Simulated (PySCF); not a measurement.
**AsF (triplet) with other numerical set-ups**

The method stays; parts of the set-up, such as the basis or the Hamiltonian, are changed.

Program: PySCF 2.14.0. Level of theory: method and basis as typed in the scripts. These are calculated values, not measurements.

1 further run of the same task is left out (it didn't finish).

## (1) The system as given

AsF (triplet): 2 atoms, charge 0, spin multiplicity 3.

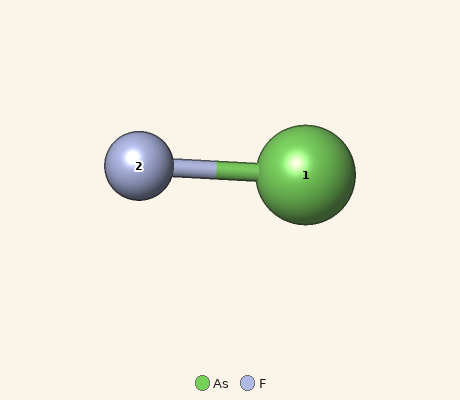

The starting geometry (arsenic green, fluorine light blue); atoms are numbered from 1 in the order of the file.

## (2) The base run

input.py reads:

```python
from pyscf import gto, dft, tdscf

mol = gto.M(
    atom='As 0 0 0; F 0 0 1.79',
    basis='aug-cc-pvdz',
    charge=0,
    spin=2,
    verbose=4,
)
mf = dft.UKS(mol, xc='hcth407')
mf.kernel()
td = tdscf.TDA(mf)
td.nstates = 4
td.kernel()
td.analyze()
mf.dip_moment()
print('orbital energies (hartree):', [e[max(0, n-3):n+3].round(4) for e, n in zip(mf.mo_energy, mol.nelec)])
```

The run is started by

```console
OMP_NUM_THREADS=1 python input.py
```

The log of this run is left out.

In short: E(SCF) = -2336.860805 Eh, 10 cycles, ⟨S²⟩ = 2.008, μ = 1.78 D, excitations 3.32, 3.32, 5.78, 5.80 eV.

The bond length is a typed value, not an optimised one. The triplet is typed in the script; nothing here shows that it is the ground state.

## (3) Cartesian functions on

Edit 1 changes Cartesian functions: off → on.

Edit input.py of step 2 so:

```diff
@@ -7,2 +7,3 @@
     spin=2,
+    cart=True,
     verbose=4,
```

The run is started by

```console
OMP_NUM_THREADS=1 python input.py
```

The log of the run:

```text
PySCF version 2.14.0

[INPUT] verbose = 4
[INPUT] num. atoms = 2
[INPUT] num. electrons = 42
[INPUT] charge = 0
[INPUT] spin (= nelec alpha-beta = 2S) = 2
[INPUT] symmetry False subgroup None
[INPUT] Mole.unit = angstrom
[INPUT] Cartesian GTO integrals (6d 10f)
[INPUT] Symbol           X                Y                Z      unit          X                Y                Z       unit  Magmom
[INPUT]  1 As     0.000000000000   0.000000000000   0.000000000000 AA    0.000000000000   0.000000000000   0.000000000000 Bohr   0.0
[INPUT]  2 F      0.000000000000   0.000000000000   1.790000000000 AA    0.000000000000   0.000000000000   3.382609762971 Bohr   0.0

nuclear repulsion = 87.8020288509721
number of shells = 17
number of NR pGTOs = 130
number of NR cGTOs = 64
basis = aug-cc-pvdz
ecp = {}

******** <class 'pyscf.dft.uks.UKS'> ********
method = UKS
initial guess = minao
damping factor = 0
level_shift factor = 0
DIIS = <class 'pyscf.scf.diis.CDIIS'>
diis_start_cycle = 1
diis_space = 8
diis_damp = 0
SCF conv_tol = 1e-09
SCF conv_tol_grad = None
SCF max_cycles = 50
direct_scf = True
direct_scf_tol = 1e-13
number electrons alpha = 22  beta = 20
XC library pyscf.dft.libxc version 7.0.0
    S. Lehtola, C. Steigemann, M. J.T. Oliveira, and M. A.L. Marques.,  SoftwareX 7, 1–5 (2018)
XC functionals = hcth407
    A. D. Boese and N. C. Handy.,  J. Chem. Phys. 114, 5497 (2001)
radial grids:
    Treutler-Ahlrichs [JCP 102, 346 (1995); DOI:10.1063/1.469408] (M4) radial grids

becke partition: Becke, JCP 88, 2547 (1988); DOI:10.1063/1.454033
pruning grids: <function nwchem_prune>
grids dens level: 3
symmetrized grids: False
atomic radii adjust function: <function treutler_atomic_radii_adjust>
small_rho_cutoff = 0
Set gradient conv threshold to 3.16228e-05
tot grids = 34688
init E= -2336.10291405472
[... the frontier-level lines of each cycle are left out ...]

cycle= 1 E= -2336.79383654332  delta_E= -0.691  |g|= 0.428  |ddm|= 1.98
cycle= 2 E= -2335.15545248779  delta_E= 1.64  |g|= 1.99  |ddm|= 1.28
cycle= 3 E= -2336.86368432146  delta_E= -1.71  |g|= 0.0479  |ddm|= 1.07
cycle= 4 E= -2336.86438920784  delta_E= -0.000705  |g|= 0.0353  |ddm|= 0.167
cycle= 5 E= -2336.86521402618  delta_E= -0.000825  |g|= 0.00566  |ddm|= 0.044
cycle= 6 E= -2336.8652346037  delta_E= -2.06e-05  |g|= 0.00133  |ddm|= 0.0129
cycle= 7 E= -2336.86523576814  delta_E= -1.16e-06  |g|= 0.000548  |ddm|= 0.00441
cycle= 8 E= -2336.86523592161  delta_E= -1.53e-07  |g|= 0.000143  |ddm|= 0.000823
cycle= 9 E= -2336.86523593291  delta_E= -1.13e-08  |g|= 1.95e-05  |ddm|= 0.000495
cycle= 10 E= -2336.86523593316  delta_E= -2.46e-10  |g|= 5.16e-06  |ddm|= 4.6e-05
Extra cycle  E= -2336.86523593317  delta_E= -1.05e-11  |g|= 2.67e-06  |ddm|= 1.46e-05
converged SCF energy = -2336.86523593317  <S^2> = 2.0077449  2S+1 = 3.0051588

******** <class 'pyscf.tdscf.uks.TDA'> for <class 'pyscf.dft.uks.UKS'> ********
nstates = 4
deg_eia_thresh = 1.000e-03
wfnsym = None
conv_tol = 1e-05
eigh lindep = 1e-12
eigh level_shift = 0
eigh max_cycle = 100

Excitation energies (eV)
[3.29960805 3.29960805 5.87411414 5.87412575]

** Excitation energies and oscillator strengths **
Excited State   1:      3.29961 eV    375.75 nm  f=0.0004
      21a ->   23a     -0.29420
      22a ->   23a      0.95421
Excited State   2:      3.29961 eV    375.75 nm  f=0.0004
      21a ->   23a      0.95421
      22a ->   23a      0.29420
Excited State   3:      5.87411 eV    211.07 nm  f=0.0000
      19b ->   21b     -0.70129
      20b ->   22b      0.70129
Excited State   4:      5.87413 eV    211.07 nm  f=0.0000
      19b ->   22b     -0.70129
      20b ->   21b     -0.70129

** Transition electric dipole moments (AU) **
state          X           Y           Z        Dip. S.      Osc.
  1         0.0710     -0.0054     -0.0000      0.0051      0.0004
  2         0.0054      0.0710      0.0000      0.0051      0.0004
  3         0.0000      0.0000     -0.0000      0.0000      0.0000
  4        -0.0000      0.0000     -0.0000      0.0000      0.0000

** Transition velocity dipole moments (imaginary part, AU) **
state          X           Y           Z        Dip. S.      Osc.
  1        -0.0334      0.0025      0.0000      0.0011      0.0062
  2        -0.0025     -0.0334      0.0000      0.0011      0.0062
  3         0.0000      0.0000     -0.0000      0.0000      0.0000
  4        -0.0000      0.0000     -0.0000      0.0000      0.0000

** Transition magnetic dipole moments (imaginary part, AU) **
state          X           Y           Z
  1         0.0629      0.8301      0.0000
  2        -0.8301      0.0629      0.0000
  3        -0.0000      0.0000      0.0000
  4        -0.0000     -0.0000     -0.0000
Dipole moment(X, Y, Z, Debye): -0.00000, -0.00000, -1.78825
orbital energies (hartree): [array([-0.3819, -0.2179, -0.2179, -0.0962, -0.0012,  0.0289]), array([-0.3708, -0.3663, -0.3663, -0.1502, -0.1502, -0.0738])]
```

Wall time 22 s (1 thread of Arm Neoverse V1, shared host); peak memory 0.27 GiB.

This run: E(SCF) = -2336.865236 Eh (-0.1206 eV from the base), 10 cycles, ⟨S²⟩ = 2.008, μ = 1.79 D, excitations 3.30, 3.30, 5.87, 5.87 eV.

## (4) 6-31g*

Edit 2 changes basis set: aug-cc-pvdz → 6-31g*.

Edit input.py of step 2 so:

```diff
@@ -4,3 +4,3 @@
     atom='As 0 0 0; F 0 0 1.79',
-    basis='aug-cc-pvdz',
+    basis='6-31g*',
     charge=0,
```

The run is started by

```console
OMP_NUM_THREADS=1 python input.py
```

The log of the run:

```text
PySCF version 2.14.0

[INPUT] verbose = 4
[INPUT] num. atoms = 2
[INPUT] num. electrons = 42
[INPUT] charge = 0
[INPUT] spin (= nelec alpha-beta = 2S) = 2
[INPUT] symmetry False subgroup None
[INPUT] Mole.unit = angstrom
[INPUT] Symbol           X                Y                Z      unit          X                Y                Z       unit  Magmom
[INPUT]  1 As     0.000000000000   0.000000000000   0.000000000000 AA    0.000000000000   0.000000000000   0.000000000000 Bohr   0.0
[INPUT]  2 F      0.000000000000   0.000000000000   1.790000000000 AA    0.000000000000   0.000000000000   3.382609762971 Bohr   0.0

nuclear repulsion = 87.8020288509721
number of shells = 18
number of NR pGTOs = 122
number of NR cGTOs = 46
basis = 6-31g*
ecp = {}

******** <class 'pyscf.dft.uks.UKS'> ********
method = UKS
initial guess = minao
damping factor = 0
level_shift factor = 0
DIIS = <class 'pyscf.scf.diis.CDIIS'>
diis_start_cycle = 1
diis_space = 8
diis_damp = 0
SCF conv_tol = 1e-09
SCF conv_tol_grad = None
SCF max_cycles = 50
direct_scf = True
direct_scf_tol = 1e-13
number electrons alpha = 22  beta = 20
XC library pyscf.dft.libxc version 7.0.0
    S. Lehtola, C. Steigemann, M. J.T. Oliveira, and M. A.L. Marques.,  SoftwareX 7, 1–5 (2018)
XC functionals = hcth407
    A. D. Boese and N. C. Handy.,  J. Chem. Phys. 114, 5497 (2001)
radial grids:
    Treutler-Ahlrichs [JCP 102, 346 (1995); DOI:10.1063/1.469408] (M4) radial grids

becke partition: Becke, JCP 88, 2547 (1988); DOI:10.1063/1.454033
pruning grids: <function nwchem_prune>
grids dens level: 3
symmetrized grids: False
atomic radii adjust function: <function treutler_atomic_radii_adjust>
small_rho_cutoff = 0
Set gradient conv threshold to 3.16228e-05
tot grids = 34688
init E= -2335.8445014824
[... the frontier-level lines of each cycle are left out ...]

cycle= 1 E= -2336.48733878795  delta_E= -0.643  |g|= 0.476  |ddm|=  1.2
cycle= 2 E= -2334.48477617143  delta_E=    2  |g|= 2.06  |ddm|= 1.56
cycle= 3 E= -2336.5709000376  delta_E= -2.09  |g|= 0.0756  |ddm|= 1.38
cycle= 4 E= -2336.57408868998  delta_E= -0.00319  |g|= 0.0477  |ddm|= 0.176
cycle= 5 E= -2336.57496974948  delta_E= -0.000881  |g|= 0.00856  |ddm|= 0.045
cycle= 6 E= -2336.57501045486  delta_E= -4.07e-05  |g|= 0.00145  |ddm|= 0.0116
cycle= 7 E= -2336.57501184998  delta_E= -1.4e-06  |g|= 0.000685  |ddm|= 0.00239
cycle= 8 E= -2336.57501206386  delta_E= -2.14e-07  |g|= 0.000239  |ddm|= 0.00091
cycle= 9 E= -2336.57501208891  delta_E= -2.5e-08  |g|= 4.69e-05  |ddm|= 0.000234
cycle= 10 E= -2336.57501209001  delta_E= -1.1e-09  |g|= 5.5e-06  |ddm|= 5.13e-05
cycle= 11 E= -2336.57501209003  delta_E= -1.73e-11  |g|= 1.03e-06  |ddm|= 8.95e-06
Extra cycle  E= -2336.57501209003  delta_E= 2.27e-12  |g|= 6.3e-07  |ddm|= 2.57e-06
converged SCF energy = -2336.57501209003  <S^2> = 2.0068897  2S+1 = 3.0045896

******** <class 'pyscf.tdscf.uks.TDA'> for <class 'pyscf.dft.uks.UKS'> ********
nstates = 4
deg_eia_thresh = 1.000e-03
wfnsym = None
conv_tol = 1e-05
eigh lindep = 1e-12
eigh level_shift = 0
eigh max_cycle = 100

Excitation energies (eV)
[3.45522148 3.45522148 5.4810886  5.55617759]

** Excitation energies and oscillator strengths **
Excited State   1:      3.45522 eV    358.83 nm  f=0.0009
      22a ->   23a      0.99837
Excited State   2:      3.45522 eV    358.83 nm  f=0.0009
      21a ->   23a      0.99837
Excited State   3:      5.48109 eV    226.20 nm  f=0.0000
      19b ->   21b      0.21400
      19b ->   22b     -0.67395
      20b ->   21b      0.67395
      20b ->   22b      0.21400
Excited State   4:      5.55618 eV    223.15 nm  f=0.0000
      19b ->   21b     -0.28090
      19b ->   22b      0.64805
      20b ->   21b      0.64805
      20b ->   22b      0.28090

** Transition electric dipole moments (AU) **
state          X           Y           Z        Dip. S.      Osc.
  1         0.0016      0.1053     -0.0000      0.0111      0.0009
  2         0.1053     -0.0016     -0.0000      0.0111      0.0009
  3        -0.0000      0.0000     -0.0000      0.0000      0.0000
  4         0.0000     -0.0000      0.0000      0.0000      0.0000

** Transition velocity dipole moments (imaginary part, AU) **
state          X           Y           Z        Dip. S.      Osc.
  1        -0.0009     -0.0623     -0.0000      0.0039      0.0204
  2        -0.0623      0.0009     -0.0000      0.0039      0.0204
  3        -0.0000      0.0000      0.0000      0.0000      0.0000
  4         0.0000     -0.0000     -0.0000      0.0000      0.0000

** Transition magnetic dipole moments (imaginary part, AU) **
state          X           Y           Z
  1        -0.8078      0.0122      0.0000
  2         0.0122      0.8078      0.0000
  3        -0.0000     -0.0000      0.0000
  4         0.0000      0.0000     -0.0000
Dipole moment(X, Y, Z, Debye): -0.00000, -0.00000, -1.56406
orbital energies (hartree): [array([-0.3626, -0.2062, -0.2062, -0.0795,  0.1313,  0.2061]), array([-0.3557, -0.3431, -0.3431, -0.1417, -0.1417, -0.0561])]
```

Run time: 8.6 s. Hardware: 1 thread of Arm Neoverse V1, shared host.

This run: E(SCF) = -2336.575012 Eh (+7.7768 eV from the base), 11 cycles, ⟨S²⟩ = 2.007, μ = 1.56 D, excitations 3.46, 3.46, 5.48, 5.56 eV.

(Part 1 of 2 ends here.)
